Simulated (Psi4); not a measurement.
# One shape, several levels: doublet BPH3F−

Wanted: a comparison of 4 runs (U-revPBE/def2-SVPD, UBLYP/def2-SVPD, USVWN5/def2-SVPD, UTPSS/def2-SVPD) of doublet BPH3F−. 

Program for the calculation: Psi4 1.11.

1 further run of the same task is left out (set aside as unsound or not needed).

## 1. The system as given

BPH3F− has 6 atoms, charge -1, and is taken as a doublet. SMILES of the parent species: `FBP`. Geometry: relaxed at GFN2-xTB. This is one conformer, not always the lowest. That shape belongs to the parent species and isn't relaxed for this state.

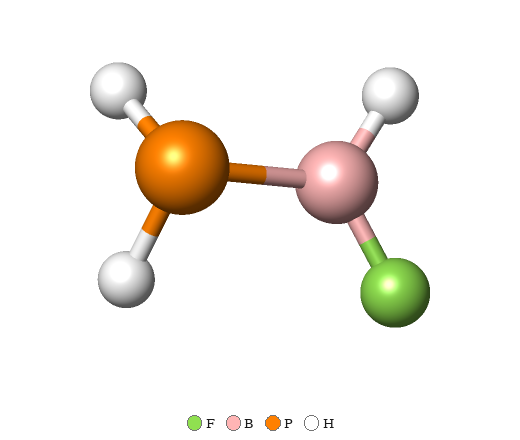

Viewed from a chosen angle; fluorine green, boron pink, phosphorus orange, hydrogen white.

## 2. A single-point energy at U-revPBE/def2-SVPD (run 1)

run_ase.py reads:

```python
import numpy as np
from ase.calculators.psi4 import Psi4
from ase import Atoms

mol = Atoms(['F', 'B', 'P', 'H', 'H', 'H'], positions=[
    [-1.238930, -1.193530, 0.673800],
    [-0.166900, -0.827020, 0.005390],
    [0.654190, 0.824070, 0.409390],
    [0.286690, -1.614800, -0.737810],
    [0.951110, 1.217450, -0.879180],
    [-0.486160, 1.593830, 0.528400],
])
calc = Psi4(atoms=mol, method='revpbe', basis='def2-SVPD', memory='1600MB', num_threads=1, charge=-1, multiplicity=2, label='psi4-calc', reference='uks')
calc.psi4.set_options({'puream': True, 'e_convergence': 1e-09, 'd_convergence': 1e-08, 'scf_type': 'pk', 'dft_radial_points': 99, 'dft_spherical_points': 590, 'maxiter': 200})
mol.calc = calc

print(f'energy: {mol.get_potential_energy():.6f} eV')
```

Started as:

```console
python run_ase.py
```

psi4-calc.dat:

```text
[...]
  Running in c1 symmetry.
[...]
  Nuclear repulsion =   89.428122497960914
[...]
  Multiplicity = 2
[...]
  Nalpha       = 17
  Nbeta        = 16
[...]
    Number of basis functions: 91
[...]
   @UKS iter   1:  -467.26087922087379   -1.69937e-02   7.21842e-03 ADIIS/DIIS
[...]
   @UKS iter  15:  -467.55400206530277   -3.52429e-12   4.37811e-09 DIIS
[...]
   @S^2 Observed:                7.539308668E-01
[...]
  @UKS Final Energy:  -467.55400206530277
   => Energetics <=
    Nuclear Repulsion Energy =             89.4281224979609135
    One-Electron Energy =                -830.7845603486899790
    Two-Electron Energy =                 312.8117233623856919
    DFT Exchange-Correlation Energy =     -39.0092875769593661
    Empirical Dispersion Energy =           0.0000000000000000
    VV10 Nonlocal Energy =                  0.0000000000000000
    Total Energy =                       -467.5540020653027682
[...]
 Multipole Moments:
 ------------------------------------------------------------------------------------
     Multipole            Electronic (a.u.)      Nuclear  (a.u.)        Total (a.u.)
 ------------------------------------------------------------------------------------
 L = 1.  Multiply by 2.5417464519 to convert [e a0] to [Debye]
 Dipole X            :         -1.8727293            1.4303349           -0.4423944
 Dipole Y            :         -1.8492159            2.2777050            0.4284890
 Dipole Z            :          2.2518157           -2.0361758            0.2156399
 Magnitude           :                                                    0.6525460
[...]
```

The script printed:

```text
energy: -12722.792437 eV
```

It took 22 s on 1 thread of Intel Xeon Platinum 8488C (Sapphire Rapids), shared host; peak memory 0.77 GiB.

## 3. Energy and gradient at UBLYP/def2-SVPD (run 2)

bfh3p.xyz reads:

```xyz
6
BFH3P
F     -1.238930    -1.193530     0.673800
B     -0.166900    -0.827020     0.005390
P      0.654190     0.824070     0.409390
H      0.286690    -1.614800    -0.737810
H      0.951110     1.217450    -0.879180
H     -0.486160     1.593830     0.528400
```

job.py reads:

```python
import psi4

psi4.set_memory('1600 MB')
psi4.set_num_threads(1)
psi4.set_output_file('run.log', False)

with open('bfh3p.xyz') as f:
    atoms = ''.join(f.readlines()[2:])
geom = psi4.geometry('-1 2\n' + atoms + 'symmetry c1\nno_reorient\nno_com')

psi4.set_options({
    'reference': 'uks',
    'puream': True,
    'e_convergence': 1e-09,
    'd_convergence': 1e-08,
    'scf_type': 'pk',
    'dft_radial_points': 99,
    'dft_spherical_points': 590,
    'maxiter': 200,
})

E, wfn = psi4.gradient("blyp/def2-SVPD", return_wfn=True)
psi4.oeprop(wfn, "MAYER_INDICES", "DIPOLE", "QUADRUPOLE")
print('gradient / Eh bohr^-1')
print(E.np.round(6))
print(f'energy = {wfn.energy():.10f} Eh')
```

Started as:

```console
python job.py
```

run.log:

```text
[...]
  Running in c1 symmetry.
[...]
  Nuclear repulsion =   89.428122497960914
[...]
  Multiplicity = 2
[...]
  Nalpha       = 17
  Nbeta        = 16
[...]
    Number of basis functions: 91
[...]
   @UKS iter   1:  -467.30277989201426    1.14723e-02   7.62636e-03 ADIIS/DIIS
[...]
   @UKS iter  16:  -467.62722006786521   -1.59162e-12   3.59874e-09 DIIS
[...]
   @S^2 Observed:                7.528374167E-01
[...]
  @UKS Final Energy:  -467.62722006786521
   => Energetics <=
    Nuclear Repulsion Energy =             89.4281224979609135
    One-Electron Energy =                -830.6745338917789923
    Two-Electron Energy =                 312.6982038718995227
    DFT Exchange-Correlation Energy =     -39.0790125459466040
    Empirical Dispersion Energy =           0.0000000000000000
    VV10 Nonlocal Energy =                  0.0000000000000000
    Total Energy =                       -467.6272200678652098
[...]
  -Total Gradient:
     Atom            X                  Y                   Z
    ------   -----------------  -----------------  -----------------
       1        0.068957153733     0.020151979183    -0.044505432894
       2       -0.050121513570    -0.009438570092     0.028038683903
       3       -0.029690297649     0.012839331948    -0.030727863396
       4       -0.010319140554     0.012442639279     0.018906586267
       5       -0.008865579891    -0.012282613309     0.030114862829
       6        0.030042293704    -0.023692357656    -0.001812814065
[...]
```

The script printed:

```text
gradient / Eh bohr^-1
[[ 0.068957  0.020152 -0.044505]
 [-0.050122 -0.009439  0.028039]
 [-0.02969   0.012839 -0.030728]
 [-0.010319  0.012443  0.018907]
 [-0.008866 -0.012283  0.030115]
 [ 0.030042 -0.023692 -0.001813]]
energy = -467.6272200679 Eh
```

Run time: 26 s. Hardware: 1 thread of Intel Xeon Platinum 8488C (Sapphire Rapids), shared host; peak memory 0.76 GiB.

Run 3 isn't shown in full; the table further down has it.

## 4. A single-point energy at UTPSS/def2-SVPD (run 4)

bfh3p.in reads:

```
memory 1.6 GB

molecule {
  -1 2
  F
  B 1 1.315428
  P 2 1.887724 1 119.30316
  H 2 1.174175 1 116.71258 3 173.694
  H 3 1.379609 2 98.22823 4 46.94983
  H 3 1.380975 5 95.69736 2 -99.40953
  symmetry c1
}

set {
  reference            uks
  puream               true
  e_convergence        1e-09
  d_convergence        1e-08
  scf_type             pk
  dft_radial_points    99
  dft_spherical_points 590
  maxiter              200
}

e_tot, wfn = energy('tpss/def2-SVPD', return_wfn=True)
```

Started as:

```console
psi4 -n 1 bfh3p.in bfh3p.out
```

bfh3p.out:

```text
[...]
  Running in c1 symmetry.
[...]
  Nuclear repulsion =   89.428122186858403
[...]
  Multiplicity = 2
[...]
  Nalpha       = 17
  Nbeta        = 16
[...]
    Number of basis functions: 91
[...]
   @UKS iter   1:  -467.43102264627760   -6.06229e-02   7.05119e-03 ADIIS/DIIS
[...]
   @UKS iter  15:  -467.70344184120165   -2.55795e-12   3.26927e-09 DIIS
[...]
   @S^2 Observed:                7.544231446E-01
[...]
  @UKS Final Energy:  -467.70344184120165
   => Energetics <=
    Nuclear Repulsion Energy =             89.4281221868584026
    One-Electron Energy =                -830.8648074655181972
    Two-Electron Energy =                 312.9147210737644400
    DFT Exchange-Correlation Energy =     -39.1814776363063260
    Empirical Dispersion Energy =           0.0000000000000000
    VV10 Nonlocal Energy =                  0.0000000000000000
    Total Energy =                       -467.7034418412016521
[...]
 Multipole Moments:
 ------------------------------------------------------------------------------------
     Multipole            Electronic (a.u.)      Nuclear  (a.u.)        Total (a.u.)
 ------------------------------------------------------------------------------------
 L = 1.  Multiply by 2.5417464519 to convert [e a0] to [Debye]
 Dipole X            :          1.3073062           -1.5874604           -0.2801543
 Dipole Y            :          0.4518549           -0.9071219           -0.4552670
 Dipole Z            :         -3.1768705            2.8349443           -0.3419262
 Magnitude           :                                                    0.6345612
[...]
```

It took 51 s on 1 thread of Intel Xeon Platinum 8488C (Sapphire Rapids), shared host; peak memory 0.85 GiB.

## 5. Overview of the runs

```tsv
run	level	task	energy (Eh)	HOMO energy (eV)	LUMO energy (eV)	⟨S²⟩	wall time
1	U-revPBE/def2-SVPD	energy	-467.554002	3.66	4.15	0.754	22 s
2	UBLYP/def2-SVPD	gradient	-467.627220	3.75	4.18	0.753	26 s
3	USVWN5/def2-SVPD	gradient	-465.468024	3.57	4.06	0.752	19 s
4	UTPSS/def2-SVPD	energy	-467.703442	3.64	4.33	0.754	51 s
```

## 6. Outcome

| quantity | value |
| --- | --- |
| run 4: total energy | -467.70344 Eh |
| run 4: HOMO energy (highest over α and β) | 3.64 eV |
| run 4: LUMO energy (lowest over α and β) | 4.33 eV |
| run 4: ⟨S²⟩ | 0.754 |

In words: Totals of different functionals can't be ranked against each other. In runs 1, 2, 3, 4 the HOMO lies above zero, so the outermost electron may be held by the basis alone. All runs together took 2 min, the longest 51 s.
